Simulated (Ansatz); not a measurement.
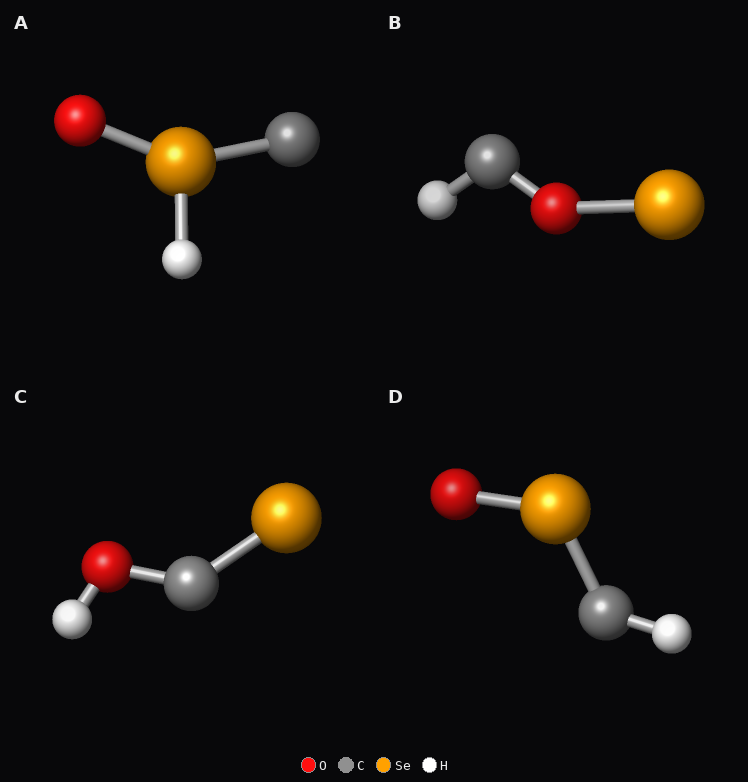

4 stationary structures of one formula. The species is neutral and a spin doublet. Geometries: PBE-D4/def2-SVP. Electronic energies: PBE-D4/def2-SVP (Ansatz 0.2.0), without zero-point energy. No frequency run is at hand to confirm each as a minimum.

Which is lowest in energy, and by how much?

C is lowest; B lies 47.9 kcal/mol above it, D lies 57.1 kcal/mol above it (Cs), A lies 119.0 kcal/mol above it (Cs).
